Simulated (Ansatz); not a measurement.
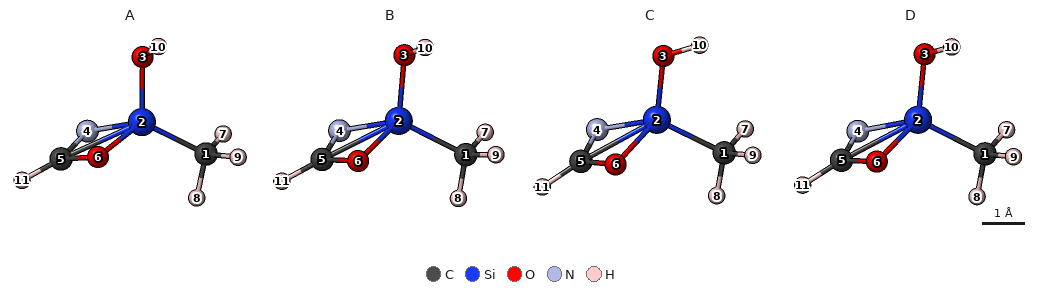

4 geometries from one relaxation of C$_{2}$H$_{5}$NO$_{2}$Si (coarse preliminary run), in shuffled order. A ball-and-stick model, seen at a tilt.

The start comes from a force field.

The calculation used RKS PBE-D4/def2-SVP in Ansatz. (force threshold 0.03 eV/Å; at most 200 steps)

**Order the frames from highest to lowest energy.**

A, B, D, C. They are steps 0, 2, 4, 11, at +29.2 kcal/mol, +1.30 kcal/mol, +0.42 kcal/mol relative to the last. After 10 accepted moves (11 points after the start) the energy has fallen by 29.2 kcal/mol. Largest force component: 6.1 eV/Å at the start, 0.026 eV/Å at the end. The line search rejected the trial step at point 6 of the run. The atom that moves furthest after the best rigid fit is H10 (0.63 Å). Largest moves by element: H 0.63 Å, N 0.25 Å, O 0.20 Å, Si 0.14 Å, C 0.10 Å. Near-neighbour distances that change, for instance: Si2–O6 1.647 → 1.784 Å, Si2–N4 1.673 → 1.785 Å, C1–H7 1.043 → 1.109 Å, Si2–C5 2.137 → 2.079 Å. Among the angles between lasting bonds that change: N4–C5–O6 101.9° → 116.4°, N4–C5–H11 139.8° → 127.5°, C1–Si2–O6 121.1° → 111.8°. Groups turn about Si2–O3 by about 50°.
